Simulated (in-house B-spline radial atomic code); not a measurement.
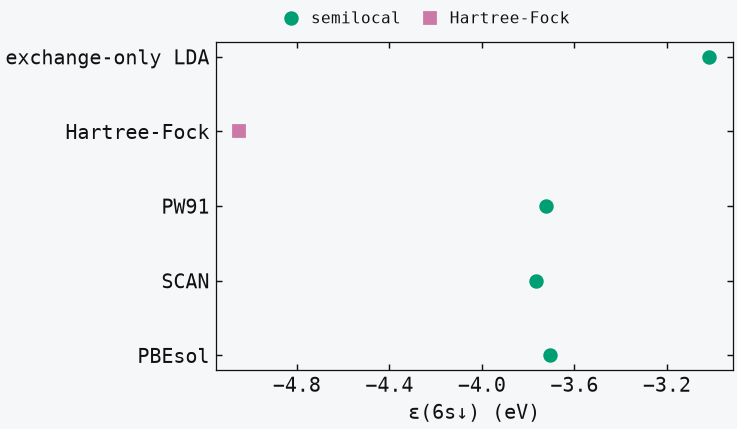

System: atomic dysprosium (Dy), configuration [Xe] 4f10 6s2 (high spin). All runs are scalar-relativistic, spin-polarised and spherical, computed with an in-house B-spline radial code (spin-free X2C). Hartree-Fock is the average over the configuration. The plot shows the eigenvalue (eV) of the 6s down orbital by 5 methods.

Question: How much do the methods differ, and in which order?

Answer: The deepest is Hartree-Fock (−5.05) and the shallowest exchange-only LDA (−3.02), a spread of 2.03 eV. In order (eV): Hartree-Fock (−5.05), SCAN (−3.76), PW91 (−3.72), PBEsol (−3.71), exchange-only LDA (−3.02). On the whole, exact exchange removes self-interaction and deepens occupied levels.
